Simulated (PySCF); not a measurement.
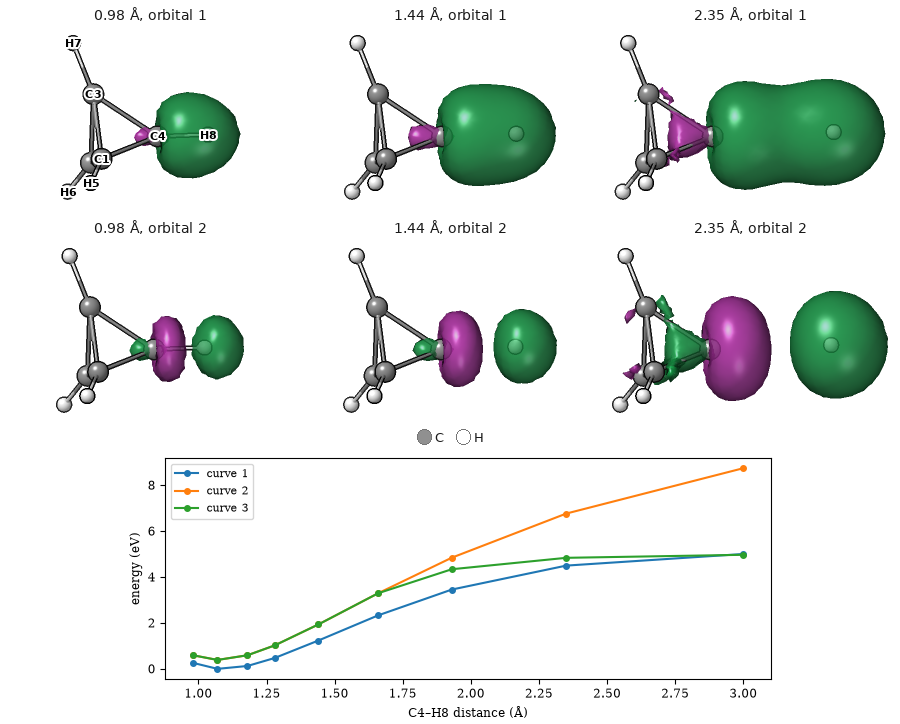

Figure. C4H4, SMILES `C12C3C1C23`. Rigid stretch of the C4–H8 bond. The two CASSCF(2,2) natural orbitals nearest half filling (orbital 1 the more occupied). Below: energies along the scan, from the lowest point of the three curves.

Method: def2-SVP basis; geometry: GFN2-xTB; program: PySCF. No frequency check shows the geometry to be a minimum.

Input

```python
import numpy as np
from pyscf import gto, scf, mcscf

mol = gto.M(atom='''
C      0.52328     0.50652    -0.53944
C      0.52328    -0.50652     0.53944
C     -0.52329     0.53947     0.50648
C     -0.52329    -0.53947    -0.50648
H      1.13343     1.09707    -1.16835
H      1.13343    -1.09707     1.16835
H     -1.13336     1.16849     1.09699
H     -1.13336    -1.16849    -1.09699
''', basis='def2-svp', charge=0, spin=0, verbose=4)
# stretch the bond between atoms 4 and 8, from long to short, fragments rigid
a, b, move = 3, 7, [7]
xyz = mol.atom_coords(unit='Angstrom')
u = xyz[b] - xyz[a]
r0 = np.linalg.norm(u)
rows, last, dm_u = [], None, None
for r in [3.0, 2.35, 1.93, 1.66, 1.44, 1.28, 1.18, 1.07, 0.98]:
    new = xyz.copy()
    new[move] += u / r0 * (r - r0)
    m = mol.set_geom_(new, unit='Angstrom', inplace=False)
    rhf = scf.RHF(m).density_fit(auxbasis='def2-universal-jkfit').run()
    uhf = scf.UHF(m).density_fit(auxbasis='def2-universal-jkfit').newton()
    if dm_u is None:
        c = rhf.mo_coeff
        h = m.nelectron // 2 - 1
        ca, cb = c.copy(), c.copy()
        ca[:, h], cb[:, h] = (c[:, h] + c[:, h + 1]) / 2**.5, (c[:, h] - c[:, h + 1]) / 2**.5
        dm_u = np.array([x[:, :h + 1] @ x[:, :h + 1].T for x in (ca, cb)])
    uhf.kernel(dm0=dm_u)
    for _ in range(3):
        c, _, stable, _ = uhf.stability(return_status=True)
        if stable:
            break
        uhf.kernel(c, uhf.mo_occ)
    dm_u = uhf.make_rdm1()
    mc = mcscf.CASSCF(rhf, 2, 2)
    mc.natorb = True
    mc.fix_spin_(ss=0)
    guess = mcscf.addons.make_natural_orbitals(uhf)[1] if last is None else mcscf.project_init_guess(mc, last.mo_coeff, last.mol)
    mc.kernel(guess)
    last = mc
    act = slice(mc.ncore, mc.ncore + mc.ncas)
    print('r %.3f  RHF %.6f  UHF %.6f  <S^2> %.3f  CASSCF %.6f  occupations' % (r, rhf.e_tot, uhf.e_tot, uhf.spin_square()[0], mc.e_tot), mc.mo_occ[act].round(4))
    rows.append((new, rhf.e_tot, uhf.e_tot, uhf.spin_square()[0], mc.e_tot, mc.mo_occ[act], mc.mo_coeff[:, act], dm_u[0] - dm_u[1], rhf.converged and uhf.converged and mc.converged))
    np.savez('result.npz', **{k: [row[i] for row in rows] for i, k in enumerate('xyz rhf uhf s2 cas occ c spin ok'.split())})
```

Command:

```sh
OMP_NUM_THREADS=1 python input.py
```

The run took 63 s on 1 thread of Intel(R) Xeon(R) 6975P-C (Granite Rapids), with other jobs on the host, peak memory 0.18 GiB.

> How do the occupations change along the stretch?

0.98 Å: 1.99 and 0.01; 1.44 Å: 1.95 and 0.05; 2.35 Å: 1.60 and 0.40. At the longest distance computed (3.00 Å) they are 1.27 and 0.73, and the effective number of unpaired electrons is 1.7.

> Which curve is which method?

Curve 1 is CASSCF(2,2). Curve 2 is RHF. Curve 3 is UHF. RHF rises too steeply because it keeps both electrons in one orbital and so mixes in ionic fragments.

> Where does the UHF solution part from RHF?

Between 1.66 Å (⟨S²⟩ = 0, the two coincide) and 1.93 Å (⟨S²⟩ = 0.59); at 3.00 Å ⟨S²⟩ is 1.00 and UHF lies 3.8 eV below RHF.

> How much energy does the stretch cost?

By CASSCF, 5.0 eV from the lowest point of the scan (1.07 Å) to 3.00 Å; RHF gives 8.3 eV from its own lowest point. The fragments aren't relaxed and dynamic correlation is missing, so this isn't a bond dissociation energy.
